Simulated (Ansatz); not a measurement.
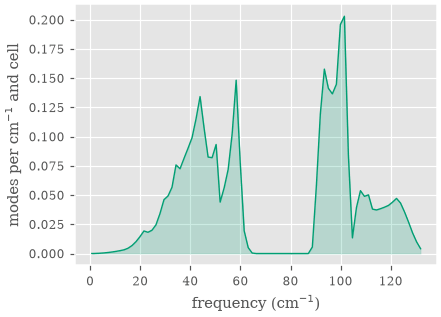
Figure. Phonon density of states of rock salt KI; finite displacements on a 3×3×3 mesh, PBEsol density-functional theory in Ansatz (plane waves, PAW), k mesh 6×6×6

Spin-orbit coupling is not included.

Task: Where is the tallest peak, and is there a gap in the spectrum?

Result: The tallest peak lies near 100 cm⁻¹. There is at least one gap; the lowest begins near 66 cm⁻¹.

The PAW data sets were generated under PBE and serve the other functionals too.

Ansatz is a program for electronic structure.
